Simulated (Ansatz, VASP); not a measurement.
## LaCoPO in two plane-wave programs

Wanted: the spread between two codes on one cell, functional and k mesh. The cell is taken from a series of VASP runs on this material, whose earlier steps may have relaxed, scaled or displaced it; both programs get it as it stands. Other levels of theory on this material are compared in a session of their own. Valence electrons are named where the data sets of a main pair hold unlike numbers.

Method: plane waves, with VASP 6.6.1 beside it; band structure at LDA, DFT+U, in Ansatz 0.2.0.

## (1) Starting point

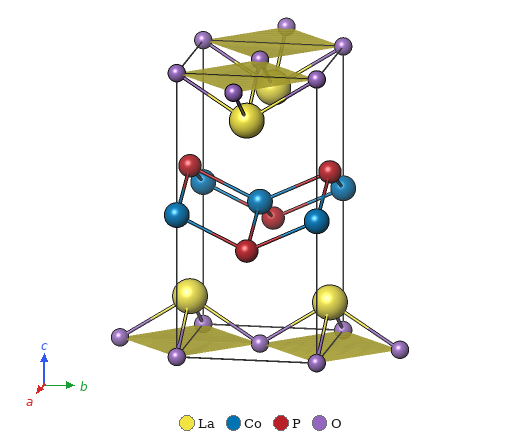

The starting structure, seen slightly off an axis (lanthanum yellow, cobalt blue, phosphorus red, oxygen purple). Some periodic images of atoms are drawn too.

## (2) Ansatz: band structure, LDA, DFT+U

Ansatz runs on its default PAW (the set named soft_2) files.

A single point gives forces, pressure and levels at one fixed geometry, so differences don't come from the geometry; what else differs is listed under the comparison.

File input.yaml:

```yaml
crystal:
  lattice:
    - [3.9084862103, 0.0, 0.0]
    - [0.0, 3.9084862103, 0.0]
    - [0.0, 0.0, 8.0129748136]
  atoms:
    - { symbol: La, position: [0.0, 0.5, 0.8438019325], spin: -0.003 }
    - { symbol: La, position: [0.5, 0.0, 0.1561980675], spin: -0.003 }
    - { symbol: Co, position: [0.5, 0.5, 0.5], spin: 0.764 }
    - { symbol: Co, position: [0.0, 0.0, 0.5], spin: 0.764 }
    - { symbol: P, position: [0.5, 0.0, 0.6157386906], spin: -0.012 }
    - { symbol: P, position: [0.0, 0.5, 0.3842613094], spin: -0.012 }
    - { symbol: O, position: [0.0, 0.0, 0.0], spin: -0.001 }
    - { symbol: O, position: [0.5, 0.5, 0.0], spin: -0.001 }
hamiltonian:
  xc: lda
  pseudopotentials: { kind: paw }
  hubbard: { sites: [{ species: Co, l: d, u_eff: 5.0 }] }
magnetization:
  spin_polarized: true
kpoints:
  mp_grid: { grid: [6, 6, 3] }
  band_path:
    path:
      - [0.0, 0.0, 0.0]
      - [0.0, 0.13636, 0.0]
      - [0.0, 0.31818, 0.0]
      - [0.0, 0.5, 0.0]
      - [0.09091, 0.5, 0.0]
      - [0.27273, 0.5, 0.0]
      - [0.45455, 0.5, 0.0]
      - [0.45455, 0.45455, 0.0]
      - [0.27273, 0.27273, 0.0]
      - [0.09091, 0.09091, 0.0]
      - [0.0, 0.0, 0.0]
      - [0.0, 0.0, 0.18182]
      - [0.0, 0.0, 0.36364]
      - [0.0, 0.0, 0.5]
      - [0.0, 0.13636, 0.5]
      - [0.0, 0.31818, 0.5]
      - [0.0, 0.5, 0.5]
      - [0.09091, 0.5, 0.5]
      - [0.27273, 0.5, 0.5]
      - [0.45455, 0.5, 0.5]
      - [0.45455, 0.45455, 0.5]
      - [0.27273, 0.27273, 0.5]
      - [0.09091, 0.09091, 0.5]
      - [0.0, 0.5, 0.0]
      - [0.0, 0.5, 0.18182]
      - [0.0, 0.5, 0.36364]
      - [0.0, 0.5, 0.5]
      - [0.5, 0.5, 0.13636]
      - [0.5, 0.5, 0.31818]
      - [0.5, 0.5, 0.5]
    npoints: 1
scf:
  occupations: { method: gaussian, width: 0.05 }
  n_extra_bands: 12
output:
  forces: true
  stress: true
  eigenvalues: true
```

Command:

```
$ ansatz run input.yaml --threads 4 --pin off --max-ram 9216MiB --backend cpu --events-out ev --progress --plain --runs-dir out
```

Numbers of over 12 decimals in the logs are rounded to 6 here.

Output:

```text
Warning: where an SCF of this run starts from atoms to list the orders of its open shells, La (sites 0, 1, from 0) starts with -0.13 μB on its 4f shell, in the place of the -0.00 μB that the deck gives it: an open f shell starts with all that it can hold by Hund's first rule. To start from spheres of the given moment, type scf.initial_density.shell_occupations: []
La: projections on atomic orbitals take those of the free atom [Kr 4d10] 4f0 5s2 5p6 5d1 6s2, of charge +0.00 (hamiltonian.pseudopotentials.projection_atoms); the dataset's partial waves leave at most 1.9e-5 of an orbital's norm unspanned inside its sphere
Co: projections on atomic orbitals take those of the free atom [Ne] 3s2 3p6 3d7 4s2, of charge +0.00 (hamiltonian.pseudopotentials.projection_atoms); the dataset's partial waves leave at most 1.4e-6 of an orbital's norm unspanned inside its sphere
P: projections on atomic orbitals take those of the free atom [Ne] 3s2 3p3, of charge +0.00 (hamiltonian.pseudopotentials.projection_atoms); the dataset's partial waves leave at most 1.0e-7 of an orbital's norm unspanned inside its sphere
O: projections on atomic orbitals take those of the free atom [He] 2s2 2p4, of charge +0.00 (hamiltonian.pseudopotentials.projection_atoms); the dataset's partial waves leave at most 1.9e-8 of an orbital's norm unspanned inside its sphere
scf.n_extra_bands = 12 over 39 filled bands (N_el = 78.0): the run solves 51 bands
Engine: ansatz 0.2.0, aarch64-unknown-linux-gnu
Pseudopotentials: kind: paw
Pseudopotential: La, paw, valence charge 11, recommended cutoff 420 eV (normal), La.paw.azcp
Pseudopotential: Co, paw, valence charge 17, recommended cutoff 420 eV (normal), Co.paw.azcp
Pseudopotential: P, paw, valence charge 5, recommended cutoff 420 eV (normal), P.paw.azcp
Pseudopotential: O, paw, valence charge 6, recommended cutoff 420 eV (normal), O.paw.azcp
Functional definition: SPW92
  exchange = slater_x
  correlation = pw_c
Crystal: 8 atoms, lattice volume = 122.408 Å³
Basis set: ecut = 420 eV, 2419 PW (Γ)
Bands: 51, of which v1, the nominal top of the filled ones, is band 39 counted from 1 (38 counted from 0)
Symmetry: 16 space group operations
Space group: P4/nmm (ITA 129), of the structure as read, at distance tolerance 5.0e-5 Å
Magnetic group: BNS 129.411 (UNI 1071), of the structure as read, at distance tolerance 5.0e-5 Å
k-points: 20 of 108
Non-local potential: La, projectors of the file, l = 0: 3, l = 1: 2, l = 2: 2, l = 3: 3
Non-local potential: Co, projectors of the file, l = 0: 3, l = 1: 2, l = 2: 3, l = 3: 1
Non-local potential: P, projectors of the file, l = 0: 2, l = 1: 2, l = 2: 2
Non-local potential: O, projectors of the file, l = 0: 2, l = 1: 2, l = 2: 1
PAW form: soft (Blöchl's): semilocal exchange-correlation on the pseudo side does not see the compensation charge
PAW frozen core: La, regenerated for the run's functional, and the local potential with it (the file was generated under x = pbe(κ = 0.804, μ = 0.219515), c = pbe(β = 0.066725))
PAW frozen core: Co, regenerated for the run's functional, and the local potential with it (the file was generated under x = pbe(κ = 0.804, μ = 0.219515), c = pbe(β = 0.066725))
PAW frozen core: P, regenerated for the run's functional, and the local potential with it (the file was generated under x = pbe(κ = 0.804, μ = 0.219515), c = pbe(β = 0.066725))
PAW frozen core: O, regenerated for the run's functional, and the local potential with it (the file was generated under x = pbe(κ = 0.804, μ = 0.219515), c = pbe(β = 0.066725))
PAW one-centre angular grid: La, 590 points (default); XC on 64 Gauss nodes
PAW one-centre angular grid: Co, 590 points (default); XC on 64 Gauss nodes
PAW one-centre angular grid: P, 110 points (default); XC on 64 Gauss nodes
PAW one-centre angular grid: O, 110 points (default); XC on 64 Gauss nodes
Initial density: superposition of atomic densities (chi_scale 0.1, normalization cell, long waves kept (reshape's long-wave potential 0.55 eV rms))
Starting moments: Σ|m| = 1.56 μB on 8 of 8 sites
Initial wavefunctions: pseudopotential atomic-orbital guess
Functional: x = slater, c = lda
SCF iter   1: F=—  HF=-24848.870719 eV  |F-HF|=—  |Δ(HF+E_count)|=         —  Δρ=1.22e-1 (↑7.86e-2 ↓1.22e-1)  dr2=9.27e1  dr2_m=9.01e-1  M=0.334 μB ∫|m|=0.612 μB  β_m=0.30  ethr=3.10e-3  ⟨swp⟩=7.2  Hψ=8954  notcnv=0  defer=5
preconditioner: auto → Kerker (q_TF=auto, 2.531 Å⁻¹)  [metal: Δε(μ)=0.021 eV  Ē_g=9.794 eV  σ=0.050 eV  W_gap=0.23  n_scr=38 (ndim 8)  ℏωp=25.6 eV  f_vac=0.000  D(μ)=4.27/eV (n_scr^D=38)]
spin=Collinear: Kerker preconditioning applied to the charge; magnetization (m = ρ↑ − ρ↓) channel mixes plain (no charge-response kernel on spin).
SCF iter   2: F=—  HF=-24846.191091 eV  |F-HF|=—  |Δ(HF+E_count)|=    2.68e0  Δρ=6.70e-2 (↑4.71e-2 ↓6.70e-2)  dr2=8.43e0  dr2_m=2.19e-1  M=1.386 μB ∫|m|=1.511 μB  β_m=0.30  ethr=3.10e-3  ⟨swp⟩=3.9  Hψ=4941  notcnv=0  defer=241
SCF iter   3: F=—  HF=-24845.178444 eV  |F-HF|=—  |Δ(HF+E_count)|=    1.01e0  Δρ=1.96e-2 (↑1.77e-2 ↓1.96e-2)  dr2=5.58e0  dr2_m=3.14e-2  M=1.348 μB ∫|m|=1.373 μB  β_m=0.30  ethr=3.10e-3  ⟨swp⟩=3.0  Hψ=4253  notcnv=0  defer=257
[...]
greatest PAW one-centre occupation: 1.003 electrons in one spin orbital (limit 2), on the Co atom at site 3 (counted from 0), in its partial waves of l = 1
Starting moments: Σ|m| = 7.766 μB on 8 of 8 sites
[...]
preconditioner: auto → Kerker (q_TF=auto, 2.531 Å⁻¹)  [metal: Δε(μ)=0.018 eV  Ē_g=9.926 eV  σ=0.050 eV  W_gap=0.20  n_scr=38 (ndim 8)  ℏωp=25.6 eV  f_vac=0.000  D(μ)=6.42/eV (n_scr^D=54)]
spin=Collinear: Kerker preconditioning applied to the charge; magnetization (m = ρ↑ − ρ↓) channel mixes plain (no charge-response kernel on spin).
[...]
spin-set hold released at iteration 10 (site moments contracting): the magnetisation degrees of freedom join the quasi-Newton model from the next iteration; the mixer history was flushed
[...]
SCF iter  12: F=—  HF=-24844.581302 eV  |F-HF|=—  |Δ(HF+E_count)|=   7.56e-2  Δρ=4.53e-3 (↑3.84e-3 ↓4.53e-3)  dr2=2.91e-3  dr2_m=1.94e-2  M=1.403 μB ∫|m|=1.775 μB  β_m=0.61  ethr=7.39e-6  ⟨swp⟩=3.0  Hψ=3913  notcnv=0  defer=262
SCF iter  13: F=—  HF=-24844.589963 eV  |F-HF|=—  |Δ(HF+E_count)|=   8.66e-3  Δρ=1.33e-3 (↑1.23e-3 ↓1.33e-3)  dr2=4.94e-3  dr2_m=1.32e-4  M=1.391 μB ∫|m|=1.669 μB  β_m=0.63  ethr=3.73e-6  ⟨swp⟩=2.3  Hψ=3600  notcnv=0  defer=262
SCF iter  14: F=—  HF=-24844.589679 eV  |F-HF|=—  |Δ(HF+E_count)|=   2.84e-4  Δρ=3.02e-4 (↑2.94e-4 ↓3.02e-4)  dr2=6.20e-4  dr2_m=6.43e-5  M=1.391 μB ∫|m|=1.667 μB  β_m=0.77  ethr=3.73e-6  ⟨swp⟩=2.0  Hψ=2687  notcnv=0  defer=262
SCF iter  15: F=—  HF=-24844.589754 eV  |F-HF|=—  |Δ(HF+E_count)|=   7.48e-5  Δρ=2.52e-4 (↑8.51e-5 ↓2.52e-4)  dr2=3.13e-4  dr2_m=1.78e-5  M=1.391 μB ∫|m|=1.665 μB  β_m=0.88  ethr=7.95e-7  ⟨swp⟩=1.6  Hψ=2114  notcnv=0  defer=262
SCF iter  16: F=—  HF=-24844.589758 eV  |F-HF|=—  |Δ(HF+E_count)|=   3.95e-6  Δρ=3.18e-4 (↑2.85e-4 ↓3.18e-4)  dr2=4.90e-4  dr2_m=6.19e-7  M=1.391 μB ∫|m|=1.661 μB  β_m=0.78  ethr=4.01e-7  ⟨swp⟩=2.2  Hψ=2794  notcnv=0  defer=262
SCF iter  17: F=—  HF=-24844.589704 eV  |F-HF|=—  |Δ(HF+E_count)|=   5.42e-5  Δρ=1.25e-4 (↑1.12e-4 ↓1.25e-4)  dr2=8.13e-5  dr2_m=3.81e-7  M=1.391 μB ∫|m|=1.661 μB  β_m=0.66  ethr=4.01e-7  ⟨swp⟩=2.0  Hψ=2346  notcnv=0  defer=262
SCF iter  18: F=—  HF=-24844.589695 eV  |F-HF|=—  |Δ(HF+E_count)|=   8.79e-6  Δρ=4.48e-5 (↑4.30e-5 ↓4.48e-5)  dr2=4.77e-6  dr2_m=7.36e-7  M=1.391 μB ∫|m|=1.662 μB  β_m=0.83  ethr=1.04e-7  ⟨swp⟩=2.0  Hψ=2489  notcnv=0  defer=262
SCF iter  19: F=—  HF=-24844.589697 eV  |F-HF|=—  |Δ(HF+E_count)|=   1.44e-6  Δρ=1.86e-5 (↑1.86e-5 ↓5.36e-6)  dr2=5.85e-7  dr2_m=8.49e-8  M=1.391 μB ∫|m|=1.662 μB  β_m=0.84  ethr=6.12e-9  ⟨swp⟩=2.0  Hψ=3339  notcnv=0  defer=262
SCF iter  20: F=—  HF=-24844.589697 eV  |F-HF|=—  |Δ(HF+E_count)|=   1.08e-7  Δρ=1.01e-5 (↑1.01e-5 ↓1.01e-5)  dr2=3.77e-7  dr2_m=6.05e-9  M=1.391 μB ∫|m|=1.662 μB  β_m=0.92  ethr=7.50e-10  ⟨swp⟩=2.1  Hψ=3224  notcnv=0  defer=262
SCF iter  21: F=-24844.589697 eV  HF=-24844.589697 eV  |F-HF|=3.91e-9  |Δ(HF+E_count)|=   1.93e-8  Δρ=1.88e-6 (↑1.75e-6 ↓1.88e-6)  dr2=9.96e-9  dr2_m=3.21e-10  M=1.391 μB ∫|m|=1.662 μB  ethr=1.28e-10  ⟨swp⟩=2.9  Hψ=5110  notcnv=0
SCF 2 converged in 21 iterations: F = -24844.589697 eV  dr2 = 9.96e-9
NSCF: frozen V_eff on 30 k-points
SCF converged after 24 iterations
an eigenvalue changed by more than its tolerance at an iteration that met the thresholds in force, so the SCF went on 1 time: the last check found none over its tolerance
Magnetization: 1.3911 μB (39.6956 up, 38.3044 down)
Absolute magnetization: 1.6625 μB (∫|ρ↑−ρ↓|, with the PAW one-centre terms)
Spin contamination: 0.0827 ħ² per cell (⟨S²⟩ above its minimum at these occupations)
Per-site moments (μB) at R_I (Å): [(-0.000186773, 0.957284), (-0.000186773, 0.957284), (0.736955, 0.892294), (0.736955, 0.892294), (-0.018408, 0.892294), (-0.018408, 0.892294), (-0.00107229, 0.957284), (-0.00107229, 0.957284)]
Free energy (F): -24844.589697 eV
Harris-Foulkes:  -24844.589697 eV  (|F-HF|=5.15e-9)
Internal energy: -24844.588620 eV  (E = F + TS)
E sigma→0 (E₀):  -24844.589158 eV
Entropy (-TS):   -0.001076 eV (-0.135 meV/atom)
Fermi energy:    12.787773 eV
--- Per-component energies (eV) ---
  E_band       = -600.669066
  E_kinetic    = 1808.705354
  E_local      = -10507.873012  (includes V_loc(G=0)·N_el)
  E_nonlocal   = 1306.109613
  E_hartree    = 4536.455374
  E_xc         = -867.853598
  E_vxc        = -1023.451966  (∫ρ·V_xc dr)
  E_hubbard    = 6.387587  (on-site DFT+U / exact-exchange correction)
  E_vhub       = -27.832487  (the Hubbard potential's part of the band-sum identity)
  E_paw        = -14782.729884  (= ΣΔE_a)
  E_vpaw       = -1229.234530  (= ΣTr[D̂ρ^β])
  E_aug_tail   = 0.005012  (compensation charges beyond the density's cutoff)
  E_ewald      = -6345.705546
  E_core_change = 1.910480  (= ΣΔE_core)
  E_smearing   = -0.001076  (= −TS)
  E_closure    = -0.000000  (closes the sum)
  Σ components = -24844.589697   (vs F -24844.589697, Δ=0.00e0)
--- Forces (eV/Å), atoms counted from 1 ---
  atom   1  La     0.00000000     0.00000000     0.13111968
  atom   2  La    -0.00000000     0.00000000    -0.13111968
  atom   3  Co    -0.00000000     0.00000000     0.00000000
  atom   4  Co     0.00000000     0.00000000    -0.00000000
  atom   5  P      0.00000000     0.00000000     0.40852799
  atom   6  P     -0.00000000     0.00000000    -0.40852799
  atom   7  O     -0.00000000     0.00000000    -0.00000000
  atom   8  O      0.00000000     0.00000000     0.00000000
  max |Σ_I F_I| component: 1.11e-16 eV/Å
--- Stress (GPa, compression-positive) ---
        2.989082       0.000000       0.000000
        0.000000       2.989082      -0.000000
        0.000000      -0.000000       1.911040
  P = ⅓ Tr σ = 2.6297 GPa (26.297 kbar)
--- Band table (eV; the first three rows and the last of 40) ---
  k-point 0 ↑: bands = [... 35 lower, 10.4837, 11.3972, 11.3972, 12.0003, 14.6417, 14.8126, 15.1589, 15.3051, ... 8 higher]
  k-point 1 ↑: bands = [... 35 lower, 10.4835, 11.4060, 11.4060, 12.2382, 14.4746, 14.5639, 15.1226, 15.1724, ... 8 higher]
  k-point 2 ↑: bands = [... 35 lower, 10.3450, 10.8884, 11.7701, 12.0398, 14.1687, 14.7578, 14.9580, 15.0280, ... 8 higher]
  k-point 19 ↓: bands = [... 35 lower, 11.1957, 11.3347, 11.3347, 11.8082, 11.8082, 14.3331, 14.3331, 15.9234, ... 8 higher]
Occupation matrices written to <dir>
```

Elapsed: 31 s, on 4 threads of Arm Neoverse V1, shared host; peak memory 0.8 GiB.

(Continued in part 2 of 2.)

[Lines on the potential files, build, host, timing and source positions are cut from VASP's logs without a mark.]

[Logs are printed without paths, hosts, clocks, repeated set-up lines and the standing remarks that a program may print on its own settings, such as how far it seeks lower states.]

[Hosts, paths, dates, database ids (printed as entryN), source tags and the programs' standing remarks are cut or masked in the printed files.]
